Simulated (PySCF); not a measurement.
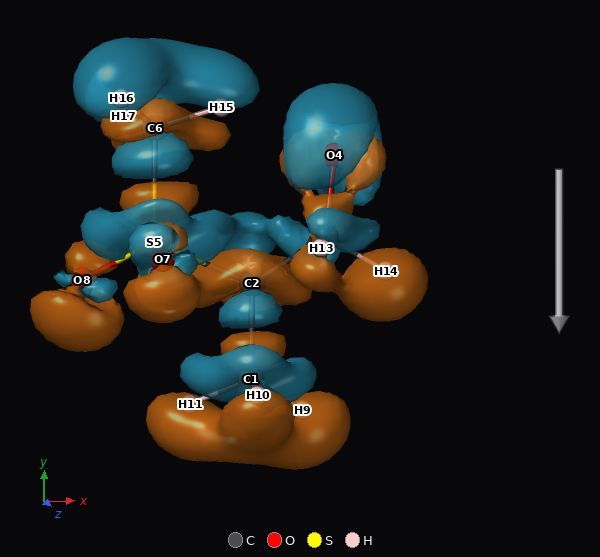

*C$_{4}$H$_{9}$O$_{3}$S, doublet, SMILES `CC(C[O])S(C)(=O)=O`. Change of the electron density in a uniform field of 0.41 V/Å along −y (arrow), surfaces at ±0.003 e/Å³ (light blue: gain, orange: loss).*

Method: M06-2X/def2-SVP; geometry: GFN2-xTB; program: PySCF. No frequency check shows the geometry to be a minimum. A basis without diffuse functions makes polarisabilities too small. The stability of the open-shell solution wasn't checked. GFN2-xTB bond lengths at metals and heavier atoms can be off by up to 0.1 Å and shapes distorted, which carries into these values. GFN2-xTB doesn't know the spin state, so this open-shell geometry is rough.

Input script:

```python
import numpy as np
from pyscf import gto, scf, dft
from pyscf.scf import atom_ks, atom_hf
from scipy.linalg import block_diag

def solve(mol, dm0=None, hcore=None):
    mf = (dft.UKS if mol.spin else dft.RKS)(mol, xc='m062x')
    mf.grids.level = 3
    mf = mf.density_fit(auxbasis='def2-universal-jkfit')
    mf.conv_tol, mf.max_cycle = 1e-8, 80
    if hcore is not None:
        mf.get_hcore = lambda *args: hcore
    mf.kernel(dm0)
    if not mf.converged:
        mf = mf.newton().run(mf.mo_coeff, mf.mo_occ, max_cycle=30)
    assert mf.converged, 'SCF not converged'
    return mf

mol = gto.M(atom='''
C      0.69906    -2.13143    -0.16518
C      0.76172    -0.65849    -0.49224
C      1.81950     0.13977     0.26136
O      2.01539     1.37040    -0.15968
S     -0.85318     0.06635     0.07221
C     -0.78692     1.81440    -0.39372
O     -0.90184    -0.05117     1.50268
O     -1.88924    -0.58917    -0.68019
H      1.55476    -2.66735    -0.57229
H      0.66735    -2.26876     0.91368
H     -0.21066    -2.55181    -0.58853
H      0.79085    -0.46076    -1.56283
H      1.61527     0.08674     1.35574
H      2.77936    -0.41948     0.15899
H      0.25445     2.13223    -0.32513
H     -1.39957     2.36466     0.30795
H     -1.15565     1.89685    -1.40678
''', basis='def2-svp', charge=0, spin=1, verbose=4)
field = np.array([-0.0, -0.008, -0.0])  # atomic units
mol.set_common_orig(mol.atom_charges() @ mol.atom_coords() / mol.atom_charges().sum())
mf = solve(mol)
out = dict(dm0=mf.make_rdm1(), d0=mf.dip_moment(unit='AU'), e0=mf.e_tot)
for name, sign in (('p', 1), ('m', -1)):
    h = mf.get_hcore() + sign * np.einsum('x,xij->ij', field, mol.intor('int1e_r'))
    mi = solve(mol, mf.make_rdm1(), h)
    out.update({'dm' + name: mi.make_rdm1(), 'd' + name: mi.dip_moment(unit='AU'), 'e' + name: mi.e_tot})
# spherically averaged free atoms, for the promolecule
atm = atom_ks.get_atm_nrks(mol, xc='m062x')
pro = block_diag(*[(atm[a[0]][2] * atm[a[0]][3]) @ atm[a[0]][2].T for a in mol._atom])
np.savez('result.npz', pro=pro, **out)
```

Run with:

```sh
OMP_NUM_THREADS=1 python input.py
```

The run took 14 min on 1 thread of Intel(R) Xeon(R) Processor @ 2.50GHz (Skylake/Cascade Lake), with other jobs on the host, peak memory 0.91 GiB.

Partitions, critical points and surface values were worked out afterwards from this run's density.

### How large is the response?

The induced dipole is 1.53 D (along the field); α along this axis, from the fields in both directions, is 75 bohr³ (11.1 Å³).

### Which atoms gain and lose the most charge?

Electrons gather most on O4 (Hirshfeld charge changes by −0.023 e) and leave O8 most (+0.013 e); 0.145 electrons are displaced in all.
